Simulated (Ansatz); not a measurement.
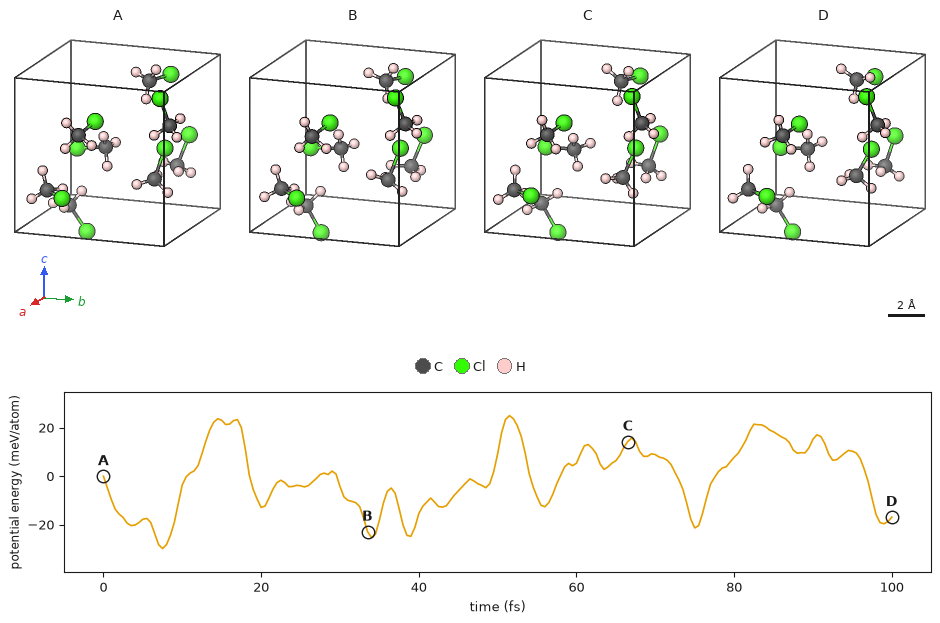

Molecular dynamics of a periodic cell with 8 CH3Cl at 0.911 g/cm³, 100 fs long. It starts from the last geometry of an earlier run, with fresh velocities. Frames (A at 0 fs, B at 34 fs, C at 66 fs, D at 100 fs) and the history of the run. The picture is a ball-and-stick view of the simulation cell, seen slightly off an axis.

Theory: Ansatz, DFT PBE-D3(BJ), scalar-relativistic, plane waves, PAW. Run with plane-wave cutoff 420 eV; k-point mesh 1 × 1 × 1; Fermi-Dirac smearing 0.05 eV; low-accuracy preset; Langevin thermostat (NVT); set temperature 1000 K; time step 0.5 fs; friction 0.5 per fs.

> Describe the run.

The mean temperature in the second half is 984 K (standard deviation 115 K). The potential energy in the second half lies on average 5.7 meV per atom above the first frame. Root-mean-square distances from the starting positions over the second half, with the common drift of all atoms taken out: H 0.46 Å, C 0.17 Å, Cl 0.16 Å. The heavy atoms stay within a fraction of a molecule's size of their starting places; so short a run doesn't tell a liquid from a solid. The friction is so strong that the slow modes are overdamped, and the motion no longer resembles free dynamics.

Limits of the set-up: the program's low-accuracy preset was used.
